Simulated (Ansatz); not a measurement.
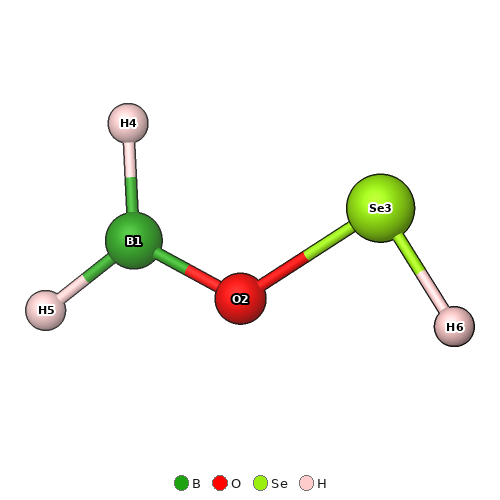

The system is BH3OSe, SMILES BO[SeH]; the picture shows the reference structure. 
- The first coordinate is: dihedral B1–O2–Se3–H6; the second: dihedral H4–B1–O2–Se3.
- Nothing is relaxed (all other coordinates rigid).
- Grid: 18 × 18 points.
- Energies are in kcal/mol, from the lowest grid point.
- These are results of RHF/def2-TZVP in Ansatz, not measurements.

Its coordinates:

```yaml
atoms:
  - { symbol: B, position_ang: [-0.7401, 0.4282, -0.6517] }
  - { symbol: O, position_ang: [-0.1529, 0.0092, 0.4767] }
  - { symbol: Se, position_ang: [1.4833, -0.6940, 0.5071] }
  - { symbol: H, position_ang: [-0.1805, 0.3451, -1.7059] }
  - { symbol: H, position_ang: [-1.8355, 0.8847, -0.5584] }
  - { symbol: H, position_ang: [1.4257, -0.9731, 1.9322] }
```

Range: dihedral B1–O2–Se3–H6 from −180 to 160°; dihedral H4–B1–O2–Se3 from −180 to 160°.

Q: Predict the map.

A: The lowest grid point is at dihedral B1–O2–Se3–H6 = −120°, dihedral H4–B1–O2–Se3 = 0°; the map holds 2 wells of about this depth. A higher local minimum lies near dihedral B1–O2–Se3–H6 = 140°, dihedral H4–B1–O2–Se3 = −180° (0.5 kcal/mol above the lowest at that grid point). The highest grid point, dihedral B1–O2–Se3–H6 = 0°, dihedral H4–B1–O2–Se3 = −100°, lies 12.8 kcal/mol above the lowest. Round the minimum the two coordinates are weakly coupled (coupling 0.10 in units of the two stiffnesses).

| dihedral H4–B1–O2–Se3 ↓, dihedral B1–O2–Se3–H6 → | −160 | −120 | −80 | −40 | 0 | 40 | 80 | 120 | 160 |
| --- | --- | --- | --- | --- | --- | --- | --- | --- | --- |
| 160 | 1.9 | 1.7 | 1.9 | 2.8 | 2.9 | 2.3 | 1.8 | 1.5 | 1.7 |
| 120 | 9.0 | 7.9 | 7.5 | 9.1 | 9.9 | 8.1 | 7.2 | 7.7 | 8.7 |
| 80 | 11.5 | 10.0 | 9.3 | 10.9 | 12.7 | 11.1 | 9.4 | 10.1 | 11.6 |
| 40 | 4.5 | 3.9 | 3.8 | 4.5 | 5.7 | 5.3 | 4.0 | 4.2 | 4.8 |
| 0 | 0.1 | 0.0 | 0.4 | 1.0 | 1.3 | 1.0 | 0.4 | 0.0 | 0.1 |
| −40 | 4.8 | 4.2 | 4.0 | 5.3 | 5.7 | 4.5 | 3.8 | 3.9 | 4.5 |
| −80 | 11.6 | 10.1 | 9.4 | 11.1 | 12.7 | 10.8 | 9.3 | 10.0 | 11.5 |
| −120 | 8.7 | 7.7 | 7.2 | 8.2 | 9.9 | 9.1 | 7.5 | 7.9 | 9.0 |
| −160 | 1.7 | 1.5 | 1.8 | 2.3 | 2.9 | 2.8 | 1.9 | 1.7 | 1.9 |

The table holds every second grid line.

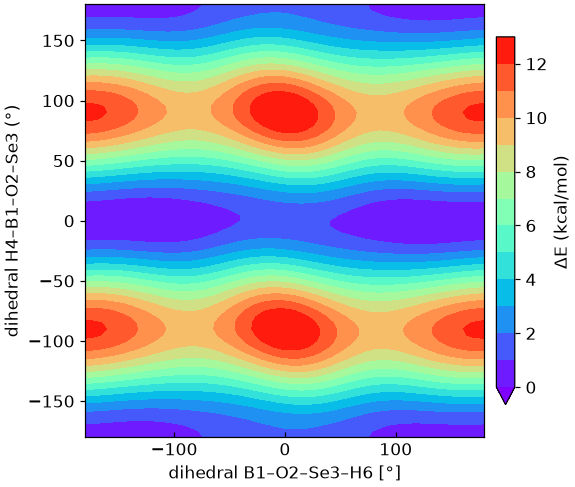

The picture shows filled contours. Between grid points the surface is interpolated.

Time for the 324 points that were run: 23 min on 1 thread of Arm Neoverse N1 (shared host).
